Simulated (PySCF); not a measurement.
SMILES C(F)(F)(c1ccc(s1)C)F at its GFN2-xTB optimised geometry (Å):

```
15

C     -1.6278    -2.2969    -0.0013
C     -0.7072    -1.1312     0.0000
C      0.6547    -1.1312     0.0000
C      1.2157     0.1615     0.0000
C      0.2626     1.1357     0.0005
C      0.4799     2.6034    -0.0029
F     -0.0394     3.2110    -1.0882
F      1.7852     2.9132     0.0146
F     -0.0715     3.2219     1.0595
S     -1.3388     0.4825    -0.0002
H     -1.0568    -3.2219    -0.0039
H     -2.2709    -2.2769    -0.8803
H     -2.2688    -2.2806     0.8794
H      1.2450    -2.0293     0.0000
H      2.2709     0.3664    -0.0002
```

Computed with B3LYP/def2-TZVP run with PySCF 2.14.0. Cells within 0.4 Å of a nucleus heavier than hydrogen are left out (blank, or x).

Map of the Laplacian of the electron density (e/bohr⁵), clipped to [-1.50, 1.50] on the plane z = 0.8 Å:

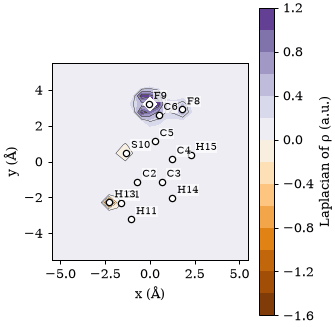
*Laplacian of the electron density (e/bohr⁵), clipped to [-1.50, 1.50] on the plane z = 0.8 Å.*
